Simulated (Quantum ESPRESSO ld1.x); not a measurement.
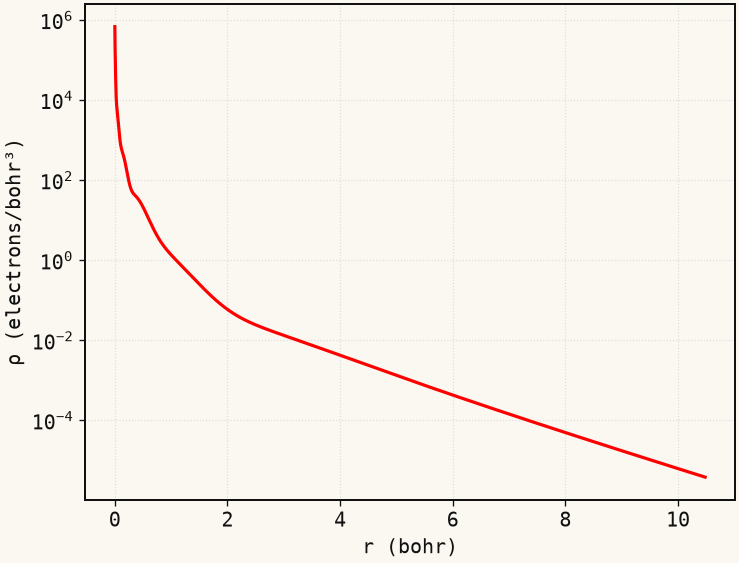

Figure 1. The electron density ρ(r) on a logarithmic scale. The density falls from 680000 electrons/bohr³ at the inner end (r = 0.00069 bohr) to 0.001 at r = 5.25 bohr, a common measure of the size of an atom or ion. The highest occupied orbital, 6p (⟨r⟩ = 4.28 bohr, −2.61 eV), is also the most diffuse and sets the fall-off far out: over the last part drawn ln ρ falls by 1.0 per bohr, against 2√(−2ε) = 0.88 for the pure exponential. The steps in the slope mark the shells; the radial density has its minima at 0.024, 0.10 and 0.30 bohr.

# Ta: atomic calculation

System: a free Ta atom in the configuration [Xe] 4f14 5d1.5 6s2 6p1.5.
Method: scalar-relativistic Kohn-Sham, BLYP, spin-unpolarised, spherical densities, point nucleus (Quantum ESPRESSO ld1.x 7.5).

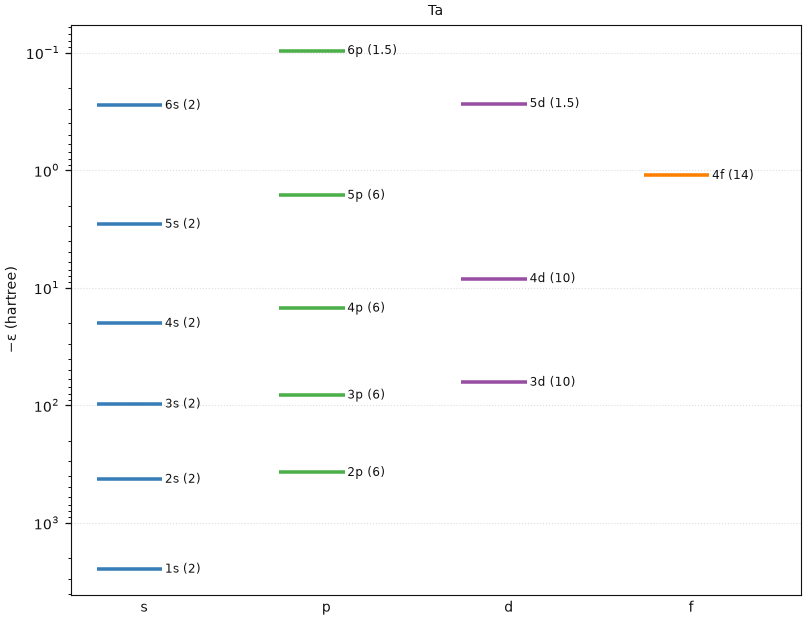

Figure 2. All occupied levels, on a logarithmic scale of binding energy, are drawn by angular momentum (occupations in brackets). The highest occupied level is 6p at −0.0961 hartree. The highest 6 occupied levels, from the top down, are 6p (−0.0961 hartree), 5d (−0.271 hartree), 6s (−0.280 hartree), 4f (−1.11 hartree), 5p (−1.64 hartree), 5s (−2.88 hartree).

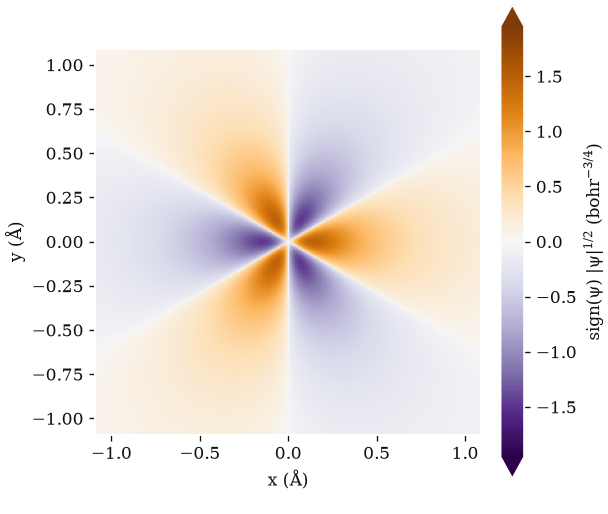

Figure 3. The 4f(x(x²−3y²)) orbital. The radial function comes from the spherical calculation and is multiplied by a real spherical harmonic; the overall sign is chosen so that the largest lobe of P(r) is positive; at the scalar-relativistic level it is the large component. In the xy plane through the nucleus, the colour gives the signed square root of ψ. (1 bohr = 0.529 Å.) It has three nodal planes that hold the z axis and no radial node. The maximum of P² lies at 0.441 bohr, ⟨r⟩ = 0.638 bohr, 90 % of the charge lies within 1.07 bohr, and the eigenvalue is −30.2 eV, with 14 electrons in the shell.

These pictures come from the run below.

## The input
```
 &input
    atom='Ta',
    iswitch=1,
    rel=1,
    dft='BLYP',
    config='[Xe] 4f14 5d1.5 6s2 6p1.5',
    verbosity='high',
    prefix='ld1',
    max_out_wfc=37,
    file_charge='ld1.rho',
 /
```

## Log
```
     Program LD1 v.7.5 starts

     --------------------------- All-electron run ----------------------------

     scalar relativistic calculation

     atomic number is 73.00
     dft =BLYP   lsd =0 sic =0 latt =0  beta=0.20 tr2=1.0E-14
     Exchange-correlation= BLYP
                           (   1   3   1   3   0   0   0)
     mesh =2113 r(mesh) = 100.03704 a.u. xmin = -8.00 dx = 0.00800
     1 Ry =  13.60569312 eV, c = 137.03599908

     n l     nl                  e(Ry)          e(Ha)          e(eV)
     1 0     1S 1( 2.00)   -4952.679547526   -2476.339773763 -67384.6380602
     2 0     2S 1( 2.00)    -851.263293751    -425.631646876 -11582.0271416
     2 1     2P 1( 6.00)    -746.009842915    -373.004921458 -10149.9809894
     3 0     3S 1( 2.00)    -195.303538161     -97.651769081  -2657.2400061
     3 1     3P 1( 6.00)    -164.006228158     -82.003114079  -2231.4184106
     4 0     4S 1( 2.00)     -40.123596841     -20.061798421   -545.9093456
     4 1     4P 1( 6.00)     -29.858904210     -14.929452105   -406.2510877
     3 2     3D 1(10.00)    -127.502524764     -63.751262382  -1734.7602244
     5 0     5S 1( 2.00)      -5.765650130      -2.882825065    -78.4456663
     5 1     5P 1( 6.00)      -3.275090792      -1.637545396    -44.5598803
     4 2     4D 1(10.00)     -16.727644070      -8.363822035   -227.5911919
     4 3     4F 1(14.00)      -2.216058343      -1.108029172    -30.1510098
     5 2     5D 1( 1.50)      -0.542542013      -0.271271007     -7.3816601
     6 0     6S 1( 2.00)      -0.560975260      -0.280487630     -7.6324572
     6 1     6P 1( 1.50)      -0.192112121      -0.096056060     -2.6138186

     final scf error:  4.3E-15 reached in  33 iterations

     Etot =  -31210.617119 Ry,  -15605.308560 Ha, -424642.078706 eV

     Ekin =   34299.460769 Ry,   17149.730385 Ha,  466667.937509 eV
     Encl =  -77057.126850 Ry,  -38528.563425 Ha,-1048415.620859 eV
     Eh   =   12178.592274 Ry,    6089.296137 Ha,  165698.189151 eV
     Exc  =    -631.543313 Ry,    -315.771656 Ha,   -8592.584507 eV

     normalization and overlap integrals

     s(1S/1S) =  1.000000  <r> =   0.0187  <r2> =    0.0005  r(max) =   0.0117
     s(1S/2S) = -0.031037
     s(1S/3S) = -0.013579
     s(1S/4S) = -0.006614
     s(1S/5S) = -0.002741
     s(1S/6S) = -0.000922
     s(2S/2S) =  1.000000  <r> =   0.0789  <r2> =    0.0074  r(max) =   0.0668
     s(2S/3S) = -0.008652
     s(2S/4S) = -0.004022
     s(2S/5S) = -0.001652
     s(2S/6S) = -0.000555
     s(2P/2P) =  1.000000  <r> =   0.0706  <r2> =    0.0061  r(max) =   0.0547
     s(2P/3P) = -0.006855
     s(2P/4P) = -0.003010
     s(2P/5P) = -0.001110
     s(2P/6P) = -0.000299
     s(3S/3S) =  1.000000  <r> =   0.2048  <r2> =    0.0479  r(max) =   0.1889
     s(3S/4S) = -0.002901
     s(3S/5S) = -0.001153
     s(3S/6S) = -0.000386
     s(3P/3P) =  1.000000  <r> =   0.2049  <r2> =    0.0487  r(max) =   0.1859
     s(3P/4P) = -0.002448
     s(3P/5P) = -0.000875
     s(3P/6P) = -0.000235
     s(4S/4S) =  1.000000  <r> =   0.4587  <r2> =    0.2376  r(max) =   0.4272
     s(4S/5S) = -0.000796
     s(4S/6S) = -0.000262
     s(4P/4P) =  1.000000  <r> =   0.4877  <r2> =    0.2707  r(max) =   0.4482
     s(4P/5P) = -0.000611
     s(4P/6P) = -0.000163
     s(3D/3D) =  1.000000  <r> =   0.1856  <r2> =    0.0404  r(max) =   0.1522
     s(3D/4D) = -0.001770
     s(3D/5D) = -0.000419
     s(5S/5S) =  1.000000  <r> =   1.0961  <r2> =    1.3501  r(max) =   0.9896
     s(5S/6S) = -0.000140
     s(5P/5P) =  1.000000  <r> =   1.2822  <r2> =    1.8640  r(max) =   1.1247
     s(5P/6P) = -0.000081
     s(4D/4D) =  1.000000  <r> =   0.5232  <r2> =    0.3174  r(max) =   0.4628
     s(4D/5D) = -0.000317
     s(4F/4F) =  1.000000  <r> =   0.6380  <r2> =    0.5171  r(max) =   0.4411
     s(5D/5D) =  1.000000  <r> =   2.0033  <r2> =    4.7934  r(max) =   1.5243
     s(6S/6S) =  1.000000  <r> =   3.0419  <r2> =   10.4956  r(max) =   2.6053
     s(6P/6P) =  1.000000  <r> =   4.2803  <r2> =   21.1945  r(max) =   3.4748

     ------------------------ End of All-electron run ------------------------
```

## Orbitals

```csv
orbital,occupation,energy (eV),⟨r⟩ (bohr),outer maximum (bohr)
1s,2,−67384.6,0.01866,0.0117
2s,2,−11582.0,0.07894,0.0668
2p,6,−10150.0,0.07056,0.0547
3s,2,−2657.2,0.2048,0.189
3p,6,−2231.4,0.2049,0.186
3d,10,−1734.8,0.1856,0.152
4s,2,−545.909,0.4587,0.427
4p,6,−406.251,0.4877,0.448
4d,10,−227.591,0.5232,0.463
5s,2,−78.446,1.096,0.990
5p,6,−44.560,1.282,1.12
4f,14,−30.151,0.6380,0.441
6s,2,−7.632,3.042,2.61
5d,1.5,−7.382,2.003,1.52
6p,1.5,−2.614,4.280,3.47
```

## Summary

```
                       quantity                      value
                        outcome                  converged
                   total energy        −15605.3086 hartree
                 kinetic energy         17149.7304 hartree
        electron–nucleus energy        −38528.5634 hartree
                 Hartree energy          6089.2961 hartree
    exchange–correlation energy        −315.771657 hartree
radius at density 0.001 e/bohr³                  5.25 bohr
                 SCF iterations                         33
                       hardware  1 CPU thread, shared host
                      wall time                      1.4 s
```
